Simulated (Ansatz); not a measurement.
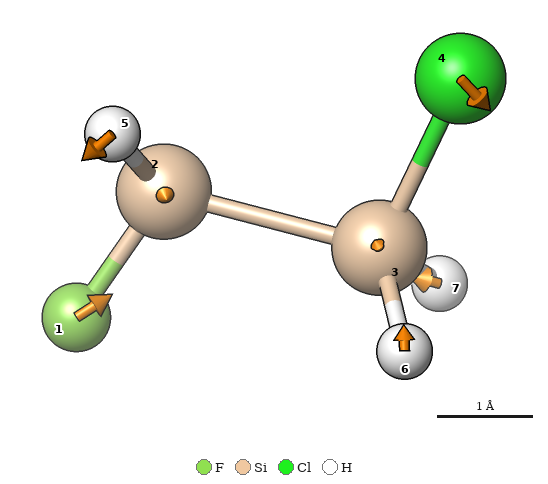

This is a relaxation of Si$_{2}$H$_{3}$ClF (multiplicity 2). The starting structure is drawn; orange arrows show the displacements, 10 times their true length. The two geometries are superimposed by the best rigid fit.

Style: ball-and-stick. Shown at a tilt.

The start comes from PBE-D4/def2-SVP.

Theory: UKS PBE0-D4/def2-TZVP in Ansatz 0.2.0. Set-up: force threshold 0.005 eV/Å; at most 150 steps.

Question: What did the optimiser do to the structure, and how much energy did it gain?

Answer: The energy falls by 4.77 kJ/mol in 9 geometry steps. The largest force component goes from 1.1 to 0.0014 eV/Å. The forces were under the threshold at step 6, but the run went on from there. Cl4 moves most after the best rigid fit: 0.053 Å. By element the largest moves are Cl 0.053 Å, H 0.047 Å, F 0.047 Å, Si 0.020 Å. Some distances before and after: F1–Si2 1.652 → 1.610 Å, Si3–Cl4 2.093 → 2.062 Å, Si2–H5 1.514 → 1.492 Å, Si3–H7 1.502 → 1.483 Å.
